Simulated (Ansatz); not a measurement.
**[GeH5]− (SMILES [H][Ge-]([H])([H])([H])[H]): CAM-B3LYP/STO-3G**

What is the energy change on altering one bond length of [GeH5]− at CAM-B3LYP/STO-3G? 

The calculation is run with Ansatz 0.2.0.

## 1. The molecule

The species is [GeH5]− (6 atoms), meant as a singlet with charge -1. As SMILES, `[H][Ge-]([H])([H])([H])[H]`. The shape comes from GFN2-xTB, which is rough for such elements, and wasn't checked as a minimum.

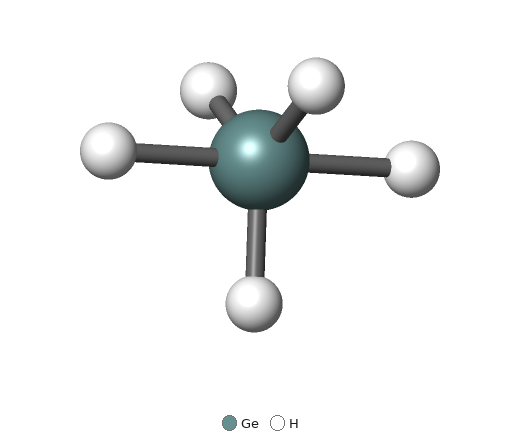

Viewed from a chosen angle; germanium teal, hydrogen white.

## 2. A single-point energy at CAM-B3LYP/STO-3G

Contents of in.yaml:

```yaml
crystal:
  periodic: [false, false, false]
  atoms:
    - {symbol: Ge, position_ang: [0.000170, -0.001050, 0.006590]}
    - {symbol: H, position_ang: [-0.023480, -0.005740, 1.768690]}
    - {symbol: H, position_ang: [0.022000, 0.009450, -1.774870]}
    - {symbol: H, position_ang: [1.514900, 0.010990, 0.015670]}
    - {symbol: H, position_ang: [-0.767040, 1.304120, 0.000050]}
    - {symbol: H, position_ang: [-0.746540, -1.317780, -0.016130]}
basis:
  gaussian: {orbitals: STO-3G}
total_charge: -1
hamiltonian: {xc: {name: CAM-B3LYP}}
accuracy: high
```

Run with:

```sh
ansatz run in.yaml --threads 1 --pin off --max-ram 2610MiB --events-out events.jsonl --progress --plain --runs-dir runs
```

What it wrote:

```text
Warning: RAYON_NUM_THREADS=1 ignored (pool sized by the plan → 1); use --threads N
Functional definition: CAM-B3LYP
  name "CAM-B3LYP"
  parameter alpha = 0.19
  parameter beta = 0.46
  parameter omega = 0.33/bohr
  parameter ac = 0.81
  exchange = (1 - alpha - beta)*b88_x + beta*b88_x_sr(omega) + alpha*exact_x + beta*exact_x_lr(omega)
  correlation = (1 - ac)*vwn5_c + ac*lyp_c
313 factors; integrals over basis functions are off by at most 1.4e-8 eV
127 factors; integrals over basis functions are off by at most 8.4e-10 eV
mean field evaluation 1: about -55940.9314 eV, gradient 1.7e1 eV
mean field evaluation 2: about -55942.0519 eV, gradient 6.5e0 eV
mean field evaluation 4: about -55942.2101 eV, gradient 3.3e-1 eV
mean field evaluation 8: about -55942.1810 eV, gradient 1.7e-3 eV
mean field evaluation 16: about -55942.1810 eV, gradient 5.6e-8 eV
mean field -55942.18095128 eV, -2055.8372309873 hartree, gradient 5.6e-8 eV, S^2 0.000000; 0 other end points of the search recorded, 0 dependent functions left out
reference -55942.18096389 eV, -2055.8372314508 hartree; 19, 19 occupied and 4, 4 virtual orbitals, 313 factors
Total energy: -55942.18096389 eV, -2055.8372314508 hartree
```

Run time: 1.1 s. Hardware: 1 thread of Arm Neoverse V2, shared host; peak memory 0.092 GiB.

## 3. The distorted shape at the same level

Contents of in.yaml:

```yaml
crystal:
  periodic: [false, false, false]
  atoms:
    - {symbol: Ge, position_ang: [0.186865, 0.328163, 0.012271]}
    - {symbol: H, position_ang: [0.163215, 0.323473, 1.774371]}
    - {symbol: H, position_ang: [0.208695, 0.338663, -1.769189]}
    - {symbol: H, position_ang: [1.701595, 0.340203, 0.021351]}
    - {symbol: H, position_ang: [-0.580345, 1.633333, 0.005731]}
    - {symbol: H, position_ang: [-0.746540, -1.317780, -0.016130]}
basis:
  gaussian: {orbitals: STO-3G}
accuracy: high
hamiltonian: {xc: {name: CAM-B3LYP}}
total_charge: -1
```

Run with:

```sh
ansatz run in.yaml --threads 1 --pin off --max-ram 2610MiB --events-out events.jsonl --progress --plain --runs-dir runs
```

What it wrote, shortened:

```text
Warning: RAYON_NUM_THREADS=1 ignored (pool sized by the plan → 1); use --threads N
[... 8 set-up lines as earlier in the session ...]
310 factors; integrals over basis functions are off by at most 5.7e-9 eV
127 factors; integrals over basis functions are off by at most 9.0e-10 eV
mean field evaluation 1: about -55939.9763 eV, gradient 1.7e1 eV
mean field evaluation 2: about -55941.0130 eV, gradient 6.8e0 eV
mean field evaluation 4: about -55941.2002 eV, gradient 1.1e-1 eV
mean field evaluation 8: about -55941.1581 eV, gradient 2.3e-3 eV
mean field evaluation 16: about -55941.1581 eV, gradient 7.0e-8 eV
mean field -55941.15813606 eV, -2055.7996432212 hartree, gradient 7.3e-8 eV, S^2 0.000000; 0 other end points of the search recorded, 0 dependent functions left out
reference -55941.15814880 eV, -2055.7996436895 hartree; 19, 19 occupied and 4, 4 virtual orbitals, 310 factors
Total energy: -55941.15814880 eV, -2055.7996436895 hartree
```

Wall time 1.1 s (1 thread of Arm Neoverse V2, shared host); peak memory 0.093 GiB.

## 4. Results

Level: CAM-B3LYP/STO-3G.

| quantity | value |
| --- | --- |
| first shape: total energy | -2055.83723 Eh |
| distorted shape: total energy | -2055.79964 Eh |
| energy change with the Ge1–H6 bond stretched from 1.514 to 1.892 Å | 1.023 eV |

With the Ge1–H6 bond stretched from 1.514 to 1.892 Å the energy rises by 1.02 eV (24 kcal/mol). The first shape isn't relaxed at this level, so the change isn't measured from a minimum. The minimal basis adds a large error of its own.
